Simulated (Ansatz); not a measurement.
# ClH2InO: rotation by 180° about the O1–In2 bond, part 2 of 2

How high is the barrier for the rotation by 180° about the O1–In2 bond? Relax the two ends, then run a nudged elastic band between them. SMILES of the start: [OH][InH][Cl].

Ansatz 0.2.0; RKS LDA/def2-SVP. Earlier steps stand in the parts before.

## 5. The output, continued: band between the two ends

Output, continued, shortened:

```text
[...]
770 factors; their error is unknown
mean field -19707.35423333 eV, -724.2319099503 hartree, gradient 2.0e-5 eV, S^2 0.000000; 0 other end points of the search recorded, 0 dependent functions left out
[...]
reference -19707.35427625 eV, -724.2319115277 hartree; 24, 24 occupied and 44, 44 virtual orbitals, 770 factors
[...]
770 factors; their error is unknown
[...]
mean field -19707.32857518 eV, -724.2309670310 hartree, gradient 8.1e-6 eV, S^2 0.000000; 0 other end points of the search recorded, 0 dependent functions left out
[...]
reference -19707.32861841 eV, -724.2309686193 hartree; 24, 24 occupied and 44, 44 virtual orbitals, 770 factors
[...]
770 factors; their error is unknown
mean field -19707.39769750 eV, -724.2335072293 hartree, gradient 2.0e-5 eV, S^2 0.000000; 0 other end points of the search recorded, 0 dependent functions left out
[...]
NEB iter   6: max|band force component| = 3.189e-2 eV/Å  barrier→ = 0.2139 eV  barrier← = 0.1257 eV  CI = image 4  Δτ_max = 0.0017 Å  (105 SCF iters)
[...]
NEB iter   7: max|band force component| = 1.123e-2 eV/Å  barrier→ = 0.2139 eV  barrier← = 0.1257 eV  CI = image 4  Δτ_max = 0.0000 Å  (225 SCF iters)
Total energy: -19707.32832342 eV, -724.2309577789 hartree
Atom 0 at    -1.202021    -0.310499    -0.849984 Å, force    -0.003631     0.000497     0.001694 eV/Å
Atom 1 at     0.461530     0.258796     0.067117 Å, force    -0.000009     0.000031     0.000404 eV/Å
Atom 2 at     1.546766    -1.578794     1.018958 Å, force     0.000165     0.000036     0.000006 eV/Å
Atom 3 at    -2.010095    -0.163188    -0.321669 Å, force     0.003293    -0.000578    -0.002049 eV/Å
Atom 4 at     1.203811     1.793685     0.085579 Å, force     0.000181     0.000014    -0.000056 eV/Å
Dipole moment:    -0.218381     0.531620     0.119239 e Å
this run last wrote the band of iteration 7 to <dir>
```

Run time: 40 s. Hardware: 1 thread of Arm Neoverse V2, shared host; peak memory 0.12 GiB.

## 6. What the band shows

Images 0 and 6 are the ends. Energies count from image 0; the path length is the program's own measure over all atoms.

| image | path (Å) | energy (eV) | dihedral H4–O1–In2–Cl3 (°) | band force (eV/Å) |
| --- | --- | --- | --- | --- |
| 0 | 0.000 | 0.0000 | 0 | - |
| 1 | 0.265 | 0.0282 | 20 | 0.002 |
| 2 | 0.531 | 0.1014 | 45 | 0.003 |
| 3 | 0.796 | 0.1803 | 73 | 0.011 |
| 4* | 1.061 | 0.2139 | 99 | 0.004 |
| 5 | 1.480 | 0.1488 | 141 | 0.003 |
| 6 | 1.898 | 0.0882 | -180 | - |

The star marks the climbing image.

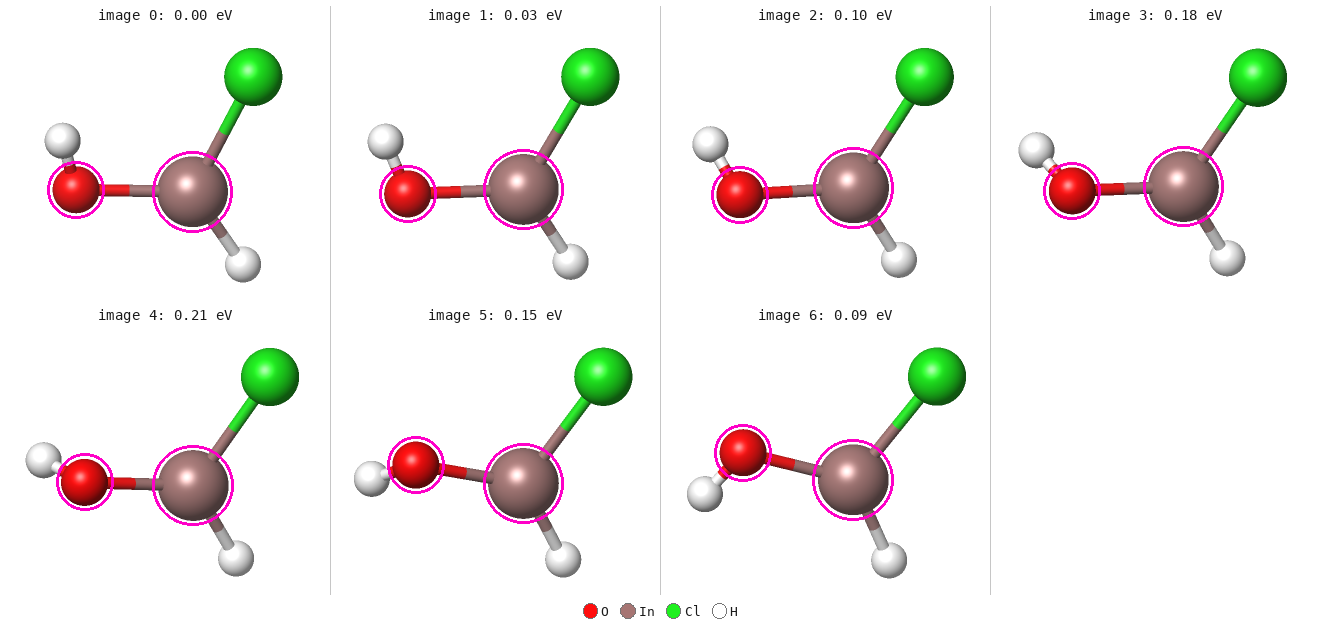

The images of the last band, seen from a free direction. Ringed: O1, In2. Sticks join atoms closer than a bonding distance in each image.

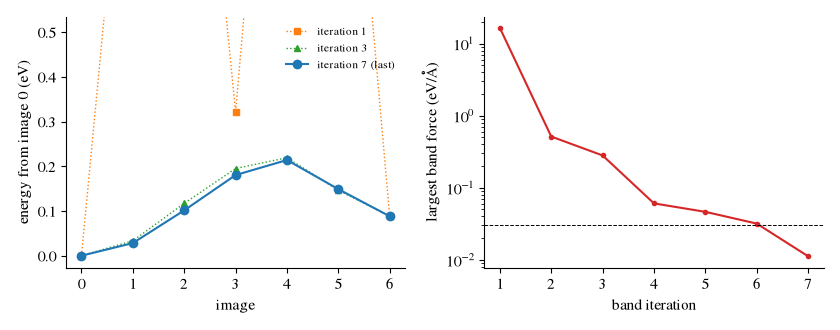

Left: energy of each image for early iterations and the last one (lines only join the points; early values far above the last band run off the scale). Right: the largest band force by iteration, with the threshold dashed.

How the highest energy settled:

| iteration | highest image above image 0 (eV) | largest band force (eV/Å) |
| --- | --- | --- |
| 1 | 1.6442 | 16.485 |
| 2 | 0.2302 | 0.514 |
| 3 | 0.2191 | 0.281 |
| 4 | 0.2136 | 0.061 |
| 5 | 0.2139 | 0.046 |
| 6 | 0.2139 | 0.032 |
| 7 | 0.2139 | 0.011 |

The band as a trajectory file:

```xyz
5
image=0 dE=0.0000
O    -1.398    0.142   -0.586
In    0.451    0.404    0.066
Cl    1.280   -1.608    0.930
H    -1.669   -0.786   -0.436
H     1.336    1.848    0.026
5
image=1 dE=0.0282
O    -1.345    0.118   -0.703
In    0.465    0.344    0.063
Cl    1.394   -1.609    0.955
H    -1.800   -0.682   -0.376
H     1.286    1.829    0.061
5
image=2 dE=0.1014
O    -1.284    0.020   -0.815
In    0.468    0.306    0.062
Cl    1.465   -1.604    0.972
H    -1.902   -0.536   -0.305
H     1.252    1.814    0.086
5
image=3 dE=0.1803
O    -1.233   -0.131   -0.871
In    0.465    0.281    0.066
Cl    1.521   -1.598    0.974
H    -1.973   -0.360   -0.278
H     1.220    1.807    0.109
5
image=4 dE=0.2139
O    -1.202   -0.310   -0.850
In    0.462    0.259    0.067
Cl    1.547   -1.579    1.019
H    -2.010   -0.163   -0.322
H     1.204    1.794    0.086
5
image=5 dE=0.1488
O    -1.226   -0.514   -0.645
In    0.460    0.226    0.083
Cl    1.595   -1.562    1.053
H    -1.995    0.074   -0.523
H     1.166    1.776    0.033
5
image=6 dE=0.0882
O    -1.329   -0.528   -0.376
In    0.449    0.184    0.126
Cl    1.656   -1.569    1.064
H    -1.887    0.167   -0.779
H     1.111    1.746   -0.034
```

## 7. Vibrations at the top

The geometry is the highest inner image of the first converged band.

input.yaml

```yaml
crystal:
  periodic: [false, false, false]
  atoms:
    - { symbol: O, position_ang: [-1.202021, -0.310499, -0.849984] }
    - { symbol: In, position_ang: [0.46153, 0.258796, 0.067117] }
    - { symbol: Cl, position_ang: [1.546766, -1.578794, 1.018958] }
    - { symbol: H, position_ang: [-2.010095, -0.163188, -0.321669] }
    - { symbol: H, position_ang: [1.203811, 1.793685, 0.085579] }
basis:
  gaussian: { orbitals: def2-SVP }
hamiltonian:
  xc: lda
phonons: {}
```

On the command line:

```
ansatz run input.yaml --threads 1 --pin off --max-ram 2048MiB --backend cpu --events-out ev --progress --plain --runs-dir out
```

Standard output, shortened:

```text
Warning: RAYON_NUM_THREADS=1 ignored (pool sized by the plan → 1); use --threads N
[...]
Functional definition: SPW92
[...]
770 factors; their error is unknown
[...]
mean field -19707.32829119 eV, -724.2309565945 hartree, gradient 4.1e-5 eV, S^2 0.000000; 0 other end points of the search recorded, 0 dependent functions left out
[...]
reference -19707.32833421 eV, -724.2309581751 hartree; 24, 24 occupied and 44, 44 virtual orbitals, 770 factors
[...]
770 factors; their error is unknown
mean field -19707.32813124 eV, -724.2309507163 hartree, gradient 1.3e-6 eV, S^2 0.000000; 0 other end points of the search recorded, 0 dependent functions left out
[...]
reference -19707.32817426 eV, -724.2309522972 hartree; 24, 24 occupied and 44, 44 virtual orbitals, 770 factors
[...]
770 factors; their error is unknown
[...]
mean field -19707.32814915 eV, -724.2309513744 hartree, gradient 1.3e-6 eV, S^2 0.000000; 0 other end points of the search recorded, 0 dependent functions left out
[...]
770 factors; their error is unknown
mean field -19707.32828973 eV, -724.2309565408 hartree, gradient 2.0e-6 eV, S^2 0.000000; 0 other end points of the search recorded, 0 dependent functions left out
[...]
reference -19707.32833274 eV, -724.2309581214 hartree; 24, 24 occupied and 44, 44 virtual orbitals, 770 factors
WARN: phonons: modes at or below zero, which the zero-point energy, F, S and C_V leave out: 1, the lowest at -353.73 cm⁻¹. A minimum has none, and a first-order saddle one
Total energy: -19707.32833421 eV, -724.2309581751 hartree
Atom 0 at    -1.202021    -0.310499    -0.849984 Å, force    -0.003688     0.000401     0.001645 eV/Å
Atom 1 at     0.461530     0.258796     0.067117 Å, force     0.000087     0.000094     0.000508 eV/Å
Atom 2 at     1.546766    -1.578794     1.018958 Å, force     0.000101     0.000048    -0.000046 eV/Å
Atom 3 at    -2.010095    -0.163188    -0.321669 Å, force     0.003299    -0.000575    -0.002038 eV/Å
Atom 4 at     1.203811     1.793685     0.085579 Å, force     0.000201     0.000032    -0.000069 eV/Å
Dipole moment:    -0.218380     0.531621     0.119240 e Å
Vibrations: -353.73 133.29 364.83 365.94 438.54 599.09 723.65 1809.08 3747.03 cm⁻¹, zero-point energy 0.507186 eV
```

It took 22 s on 1 thread of Arm Neoverse V2, shared host; peak memory 0.099 GiB.

Of 9 modes, 1 is imaginary by more than 30 cm⁻¹ (354i cm⁻¹).

## 8. Outcome

What follows sums up all 2 parts.

| quantity | value |
| --- | --- |
| end A | 5 moves, 0.073 eV lower |
| end B | 4 moves, 0.108 eV lower |
| barrier forwards | 0.214 eV |
| barrier backwards | 0.126 eV |
| second end relative to first | +0.088 eV |
| highest image | 4 of 0 to 6, climbing |
| band iterations | 7 |
| imaginary modes at the top | 354i cm⁻¹ |

In words: The barrier from the first end is 0.21 eV, 8 times kT at 300 K, which at an assumed attempt frequency of 10^13 s⁻¹ means a rate near 10^9 s⁻¹. Going back costs 0.13 eV, since the second end is 0.088 eV above the first. The listed dihedral goes from 0° at end A through 99° at the highest image to -180° at end B. One imaginary mode, as a first-order saddle point has. These are electronic energies, with no zero-point or thermal terms.
